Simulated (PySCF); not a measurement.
# C5H9FOSi: circular dichroism and optical rotation

What do calculations give for the circular dichroism and optical rotation of C5H9FOSi (`C=C[C@@H]1CO[Si@H](F)C1`)?

Programs: PySCF 2.14.0, with routines of our own; each step states its level. All values are computed. Atoms count from 0.

## (1) The system as given

17 atoms, charge 0, multiplicity 1; geometry from: GFN2-xTB.

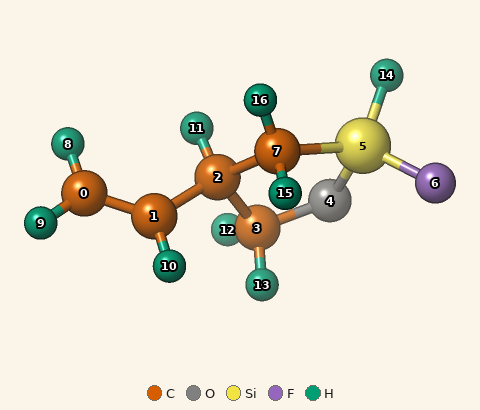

The starting geometry (carbon orange, oxygen grey, silicon yellow, fluorine purple, hydrogen teal).

## (2) Circular dichroism and optical rotation: TDDFT CAM-B3LYP/def2-SVPD

What the job is given:

```
{"job": {"kind": "ecd", "xc": "CAM-B3LYP", "basis": "def2-SVPD", "nstates": 12}, "charge": 0, "multiplicity": 1}
C      2.750318     0.340925    -0.156414
C      1.581190    -0.179962    -0.478925
C      0.296550     0.117292     0.222743
C     -0.358950    -1.157776     0.786315
O     -1.735929    -0.934376     0.997883
Si    -2.366259     0.304751     0.158644
F     -3.485933    -0.248631    -0.858227
C     -0.743627     0.763522    -0.709207
H      2.857338     1.025991     0.668613
H      3.648784     0.108352    -0.701861
H      1.499935    -0.862653    -1.315606
H      0.478914     0.797293     1.060320
H      0.087629    -1.447136     1.740592
H     -0.248040    -1.988347     0.081044
H     -3.033611     1.245499     1.027813
H     -0.694242     0.303829    -1.698560
H     -0.541065     1.823457    -0.835078
```

Level: TDDFT CAM-B3LYP/def2-SVPD circular dichroism and optical rotation, one conformer, gas phase.

Started as:

```
OMP_NUM_THREADS=1 python excited_run.py task.json out
```

This one command runs all jobs of the session in turn.

The program printed:

```text
coarse grid: 14808 points
cycle   1  E = -659.8506949221  dE =  1.211e+00  |g| = 8.115e-01  |ddm| = 7.797e+00
cycle   2  E = -659.7892925942  dE =  6.140e-02  |g| = 1.048e+00  |ddm| = 2.432e+00
cycle   3  E = -659.9775896089  dE = -1.883e-01  |g| = 7.453e-02  |ddm| = 1.134e+00
cycle   4  E = -659.9786036447  dE = -1.014e-03  |g| = 3.635e-02  |ddm| = 1.896e-01
cycle   5  E = -659.9789166687  dE = -3.130e-04  |g| = 9.249e-03  |ddm| = 8.273e-02
cycle   6  E = -659.9789317880  dE = -1.512e-05  |g| = 3.068e-03  |ddm| = 1.820e-02
cycle   7  E = -659.9789336274  dE = -1.839e-06  |g| = 4.591e-04  |ddm| = 4.993e-03
final grid: 139128 points
cycle   8  E = -660.0870754341  dE = -3.880e-05  |g| = 3.717e-03  |ddm| = 1.267e-01
cycle   9  E = -660.0870756358  dE = -2.018e-07  |g| = 3.884e-03  |ddm| = 1.710e-02
cycle  10  E = -660.0870788544  dE = -3.219e-06  |g| = 5.235e-04  |ddm| = 6.209e-03
cycle  11  E = -660.0870789021  dE = -4.777e-08  |g| = 1.909e-04  |ddm| = 1.104e-03
cycle  12  E = -660.0870789100  dE = -7.903e-09  |g| = 4.024e-05  |ddm| = 5.120e-04
cycle  13  E = -660.0870789104  dE = -3.413e-10  |g| = 1.330e-05  |ddm| = 1.028e-04
converged SCF energy = -660.0870789104

Singlet excitations and rotatory strengths (1e-40 esu^2 cm^2)
state   eV       nm     f(len)   f(vel)    R(len)    R(vel)   main configurations
  1   7.3525   168.6  0.50546  0.50187    10.149     6.188   H->L 0.81, H->L+1 0.12
  2   7.4400   166.6  0.11438  0.12470   -31.974   -28.121   H->L+1 0.63, H->L+3 0.12, H->L 0.11
  3   7.7045   160.9  0.00560  0.00651    10.879    11.323   H->L+2 0.54, H->L+3 0.20
  4   7.8241   158.5  0.01200  0.01247    -0.448     0.949   H-1->L 0.46, H-2->L 0.11, H->L+5 0.10
  5   7.9848   155.3  0.00390  0.00531    -4.139    -2.867   H->L+5 0.44, H-1->L+1 0.11, H-1->L 0.11
  6   8.0678   153.7  0.01261  0.01490    -7.275    -7.283   H-1->L+3 0.23, H-1->L+4 0.20, H-1->L+1 0.13
  7   8.1002   153.1  0.00697  0.00884     8.893     8.842   H->L+4 0.15, H->L+5 0.12, H-1->L+2 0.10
  8   8.2254   150.7  0.00513  0.00644    -9.577   -13.491   H-1->L+1 0.40, H->L+4 0.19
  9   8.2676   150.0  0.00073  0.00087   -10.564    -9.620   H-2->L 0.30, H-1->L 0.29, H-4->L 0.20
 10   8.4723   146.3  0.00666  0.00648     1.962     1.605   H-1->L+2 0.20, H->L+3 0.15, H->L+4 0.13
 11   8.5920   144.3  0.02537  0.02597   -31.862   -35.298   H-1->L+2 0.28, H->L+4 0.16, H-1->L+1 0.10
 12   8.7524   141.7  0.05085  0.05162   -15.300   -15.353   H->L+6 0.51, H-2->L+1 0.09

Specific rotation (deg / (dm g/mL))
    nm     length   length(OI)   velocity    alpha(len)  alpha(vel)
  633.0     -40.95     -40.31     -45.53       85.354     85.477
  589.3     -48.42     -47.67     -53.76       85.682     85.808
  546.0     -58.15     -57.27     -64.46       86.094     86.224
  436.0    -103.31    -101.89    -113.75       87.821     87.968
  405.0    -126.62    -124.95    -139.02       88.618     88.774
  365.0    -171.63    -169.51    -187.57       90.024     90.194
  355.0    -186.92    -184.66    -203.99       90.468     90.643
```

Run time: 3.1 min. Hardware: 1 thread of Arm Neoverse V1, shared host; peak memory 1.1 GiB.

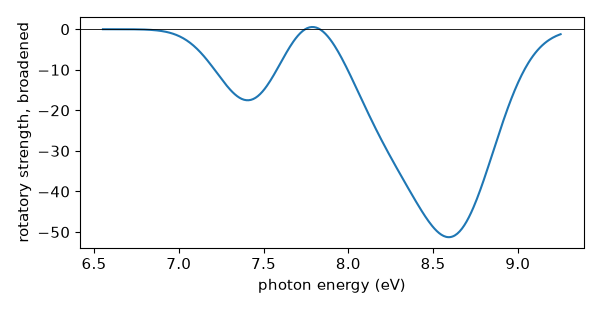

Circular dichroism: velocity-form rotatory strengths under Gaussians of 0.3 eV half-width at 1/e.

## (3) Results

| quantity | value |
| --- | --- |
| state of largest rotatory strength (velocity form) among 12 (step 2, TDDFT CAM-B3LYP/def2-SVPD) | 8.59 eV, R = -35.3 (velocity), -31.9 (length) ·10⁻⁴⁰ esu² cm² |
| specific rotation at 633.0 nm (step 2, TDDFT CAM-B3LYP/def2-SVPD) | -45.5 (velocity), -41.0 (length) |

What this shows: Rotations belong to one conformer. The length form depends on the origin in a finite basis.
